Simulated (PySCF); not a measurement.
SMILES [Cl][Ge]([Cl])([Cl])[SiH2][GeH3] (H5Cl3Ge2Si) at its PBE0/def2-SVP optimised geometry (Å):

```
11

Ge    -0.6731    -2.4705     1.6444
Si    -1.5863    -0.2731     1.8242
Ge    -0.7594     1.0157     0.0000
Cl     1.3975     1.0157     0.0000
Cl    -1.3975     3.0723     0.0000
Cl    -1.3771     0.1557    -1.8784
H     -1.0778    -3.0723     0.2901
H      0.8574    -2.3900     1.7466
H     -1.2263    -3.3402     2.7863
H     -3.0752    -0.2564     1.7146
H     -1.1547     0.4296     3.0688
```

Computed with PBE0/def2-TZVP in PySCF. Cells within 0.4 Å of a nucleus heavier than hydrogen are left out (blank, or x).

Map of the deformation density (molecule minus spherical neutral atoms) (e/bohr³) on the plane z = 1.5 Å:

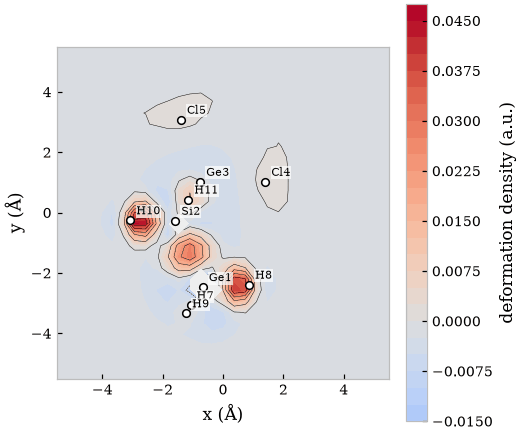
Deformation density (molecule minus spherical neutral atoms) (e/bohr³) on the plane z = 1.5 Å.
